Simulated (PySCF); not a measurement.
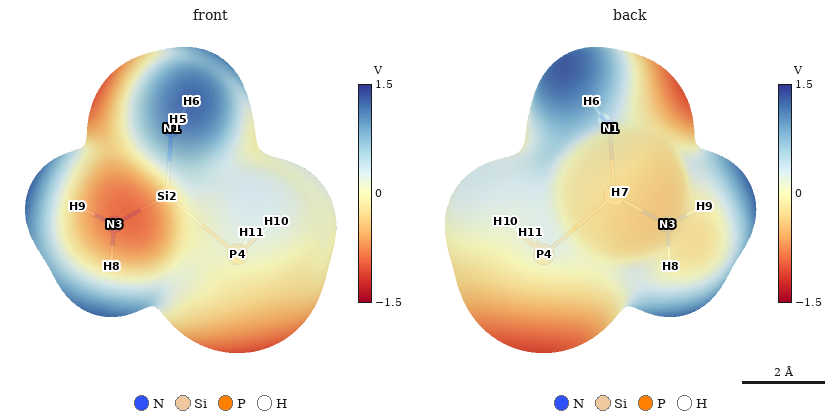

Figure 1: H7N2PSi (SMILES N[SiH](N)P). The molecular electrostatic potential painted on the density surface at 0.001 e/bohr³, seen from the front and from behind; the colour scale runs from red (negative) to blue (positive).

Geometry: PBE0-D3(BJ)/def2-SVP.

Computed with PBE0/pcSseg-1, SCF density, gas phase, non-relativistic in PySCF.

```yaml
atoms:
  - { symbol: N, position_ang: [-0.0765, 1.2993, 0.9705] }
  - { symbol: Si, position_ang: [-0.3387, 0.1718, -0.3105] }
  - { symbol: N, position_ang: [-1.3034, -1.0997, 0.3419] }
  - { symbol: P, position_ang: [1.4115, -0.9375, -1.2542] }
  - { symbol: H, position_ang: [0.3577, 0.9890, 1.8330] }
  - { symbol: H, position_ang: [0.1957, 2.2485, 0.7411] }
  - { symbol: H, position_ang: [-0.9009, 1.0115, -1.4203] }
  - { symbol: H, position_ang: [-1.3567, -1.9917, -0.1360] }
  - { symbol: H, position_ang: [-2.1711, -0.8782, 0.8181] }
  - { symbol: H, position_ang: [2.1014, 0.2658, -1.5951] }
  - { symbol: H, position_ang: [2.1092, -1.1037, -0.0180] }
```

Describe the electrostatic potential map.

The most negative region (about −1.1 V) lies over P4, the most positive (about +1.3 V) over H5 and H6.

What dipole moment does the calculation give?

Its dipole moment is 1.73 D.
